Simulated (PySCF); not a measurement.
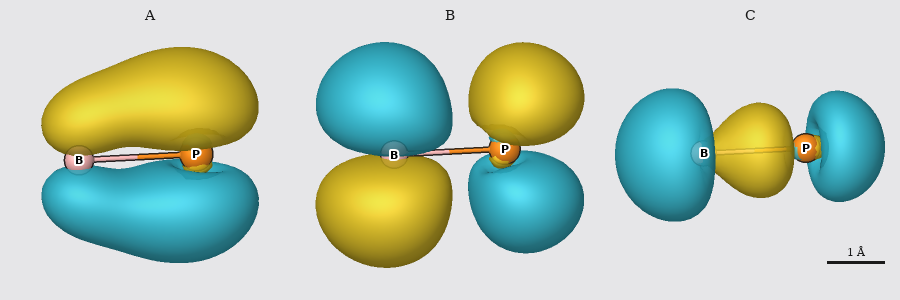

Figure 1: BP (charge +1, quartet). Three frontier α-spin orbitals, each drawn at the value that holds 80 % of its norm (yellow and cyan are the two phases), in no order; of a degenerate pair one member is drawn.

These are results of PySCF, PBE0/def2-TZVPPD, non-relativistic Hamiltonian with scalar-relativistic core potentials where named, at a bond length of 1.854 Å, not measurements.

Q: Name the orbitals and rank them from lowest to highest energy.

A: Orbital A: π, occupied in this spin, −15.66 eV; mainly on P (70 %).
Orbital C: σ, occupied in this spin, −15.28 eV; shared between the atoms (B 65 %, P 35 %).
Orbital B: π, empty in this spin, −9.39 eV; antibonding, with a node between the atoms.
